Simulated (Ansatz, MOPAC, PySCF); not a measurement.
GeH4 (SMILES [GeH4]) and CH5N (SMILES CN) are pulled apart as rigid monomers along the line of their centres of mass, from the B3LYP-D3(BJ)/def2-TZVP minimum. Starting geometry (charge 0, multiplicity 1):
```tsv
atom	x (Å)	y (Å)	z (Å)
Ge	0.1056	0.2676	0.4932
H	0.5397	1.7002	0.8242
H	-1.3136	-0.0119	1.0041
H	1.0990	-0.7557	1.0585
H	0.0934	0.1152	-1.0462
C	-0.3100	-0.9255	4.0728
N	0.0805	0.4239	3.6679
H	0.4138	-1.6402	3.6782
H	-1.2767	-1.1661	3.6280
H	-0.3855	-1.0801	5.1567
H	0.9856	0.6709	4.0493
H	-0.5833	1.1111	4.0038
```

Interaction energies with rigid monomers; basis-set methods are counterpoise corrected unless marked otherwise.

Frozen-core correlation. Filled d and f shells under p-block atoms count as core. Rows in 3-21G carry no dispersion term and start afresh at each structure; the Pople sets are all-electron and without relativity. The state that PM7 reach isn't checked; PM7 holds dispersion and hydrogen-bond terms.

The values were computed with Ansatz (a quantum-chemistry and plane-wave program) with Gaussian orbitals; MOPAC for PM7 (differences of heats of formation); PySCF for 3-21G rows. 

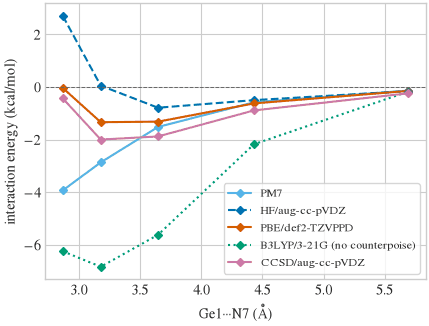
*Interaction energy against separation*

### Question
Which level binds most strongly at Ge1···N7 = 3.18, and by how much?

### Answer
B3LYP/3-21G (no counterpoise), -6.8 kcal/mol.
